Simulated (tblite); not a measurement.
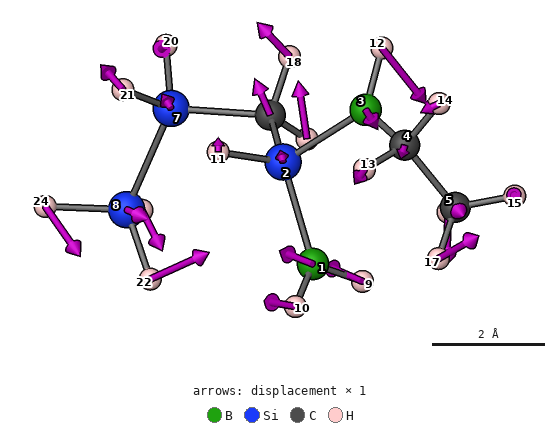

A relaxation of C3H16B2Si3. The starting structure is drawn; purple arrows show the displacements, at their true length. The two geometries are superimposed by the best rigid fit.

A ball-and-stick model, seen from a free direction.

All numbers below come from tblite 0.8.0, GFN2-xTB geometry optimisation, gas phase. 

### Describe the change and its energy.

After 186 geometry steps the energy has fallen by 18.5 kcal/mol. The atom that moves furthest after the best rigid fit is an H atom (1.43 Å). Largest moves by element: H 1.43 Å, B 1.00 Å, C 0.75 Å, Si 0.61 Å. Among the contacts that change: B–H 3.729 → 1.505 Å, B–Si 4.575 → 2.989 Å, Si–Si 2.211 → 2.314 Å, H–Si 1.477 → 1.547 Å. Among the angles between lasting bonds that change: Si–Si–H 107.1° → 119.8°, C–Si–H 111.8° → 100.6°, Si–Si–H 113.3° → 102.5°. Groups turn about C–C by about 55°, B–C by about 45°, B–Si by about 45°.
